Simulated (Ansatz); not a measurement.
**Fields on a plane of Cu (fcc, Cu type)**

```
Cu
1.0
    0.00000     1.78951     1.78951
    1.78951     0.00000     1.78951
    1.78951     1.78951     0.00000
Cu
1
Direct
  0.00000   0.00000   0.00000
```

The slice is a {111} plane (indices of the conventional cell) through the point (0.000, 0.000, 0.000) (fractional), spanned by u = [100] and v = [-1 2 0] in vectors of this cell: u (2.53 Å) and v (4.38 Å, at 90° to u). It covers one period; positions are fractions (u, v).

Atoms on it: Cu at (0.00, 0.00); Cu at (0.50, 0.50).

Calculation: r2SCAN (plane waves to 500 eV, PAW, scalar-relativistic; Ansatz, a first-principles code). k mesh 22×22×22. Near the nuclei the fields are pseudised (PAW); where an atom keeps semicore shells as valence, they peak there. Cu is run without spin polarisation. Cu was relaxed with its symmetry unable to fall. The PAW data are Ansatz's earlier set.

| v \ u | 0.00 | 0.11 | 0.22 | 0.33 | 0.44 | 0.56 | 0.67 | 0.78 | 0.89 |
|---|---|---|---|---|---|---|---|---|---|
| 0.94 | x | x | 0.15 | 0.16 | 0.20 | 0.21 | 0.16 | 0.15 | x |
| 0.84 | 0.15 | 0.15 | 0.16 | 0.18 | 0.27 | 0.27 | 0.18 | 0.16 | 0.15 |
| 0.75 | 0.19 | 0.20 | 0.22 | 0.21 | 0.19 | 0.19 | 0.21 | 0.22 | 0.20 |
| 0.66 | 0.29 | 0.22 | 0.17 | 0.16 | 0.15 | 0.15 | 0.16 | 0.17 | 0.22 |
| 0.56 | 0.23 | 0.17 | 0.15 | 0.18 | x | x | 0.18 | 0.15 | 0.17 |
| 0.47 | 0.22 | 0.17 | 0.15 | x | x | x | x | 0.15 | 0.17 |
| 0.38 | 0.27 | 0.20 | 0.16 | 0.15 | 0.15 | 0.15 | 0.15 | 0.16 | 0.20 |
| 0.28 | 0.24 | 0.24 | 0.21 | 0.18 | 0.17 | 0.17 | 0.18 | 0.21 | 0.24 |
| 0.19 | 0.16 | 0.16 | 0.17 | 0.21 | 0.27 | 0.27 | 0.21 | 0.17 | 0.16 |
| 0.09 | x | x | 0.15 | 0.16 | 0.22 | 0.22 | 0.16 | 0.15 | x |
| 0.00 | x | x | 0.16 | 0.16 | 0.19 | 0.19 | 0.16 | 0.16 | x |

Values: electron localisation function (ELF). Points within 0.5 Å of a nucleus are blanked (x), as the pseudised field means little there.

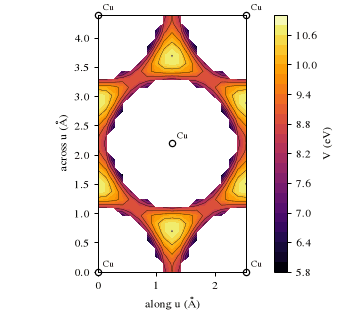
Electrostatic potential energy of an electron, from the cell's mean, in eV, one period of the plane, atoms marked. Points within 1 Å of a nucleus are left white, as the pseudised field means little there. The zero, the cell's mean, hangs on the PAW cores.

| Item | Result |
|---|---|
| Density on the Cu–Cu line (2.53 Å) at its midpoint | 0.28 e/Å³ |
| ELF at that point | 0.22 |
